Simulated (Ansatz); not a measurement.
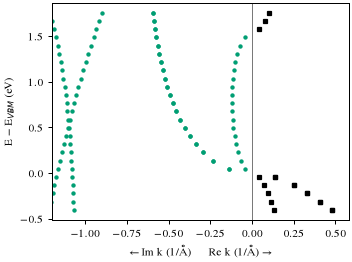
Complex bands at the centre of the two-dimensional zone; r2SCAN run with Ansatz (a program for electronic structure)

No gap correction and no spin-orbit coupling; mid-gap is the computed energy nearest the middle.

Q: This is CdS (F-43m, zinc blende, 2 atoms a cell, 25.5 Å³ an atom) along the normal of (111). Read off the slowest decay at the centre of the two-dimensional zone at 0.77 eV, the computed energy nearest the middle of the gap.

A: κ ≈ 0.12 1/Å, a decay length 1/(2κ) of the density of 4.2 Å.
